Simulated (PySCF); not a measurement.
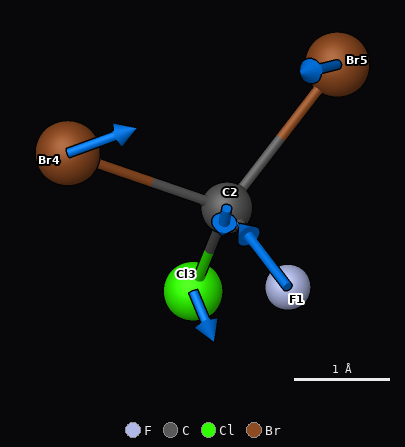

This is a relaxation of CBr$_{2}$ClF. The starting structure is drawn; blue arrows show the displacements, 30 times their true length. The two geometries are superimposed by the best rigid fit.

The picture is a ball-and-stick view, seen from a free direction.

The start comes from MMFF94s.

Level of theory: PBE0-D3(BJ)/def2-SVP geometry optimisation, gas phase (PySCF). 

Question: What happened in the run?

Answer: The largest move after the best rigid fit is that of F1, 0.037 Å. By element the largest moves are F 0.037 Å, Br 0.028 Å, Cl 0.021 Å, C 0.016 Å. Among the contacts that change: F1–C2 1.360 → 1.325 Å, C2–Cl3 1.772 → 1.760 Å, C2–Br4 1.948 → 1.939 Å. After 4 geometry steps the energy has fallen by 0.039 eV.
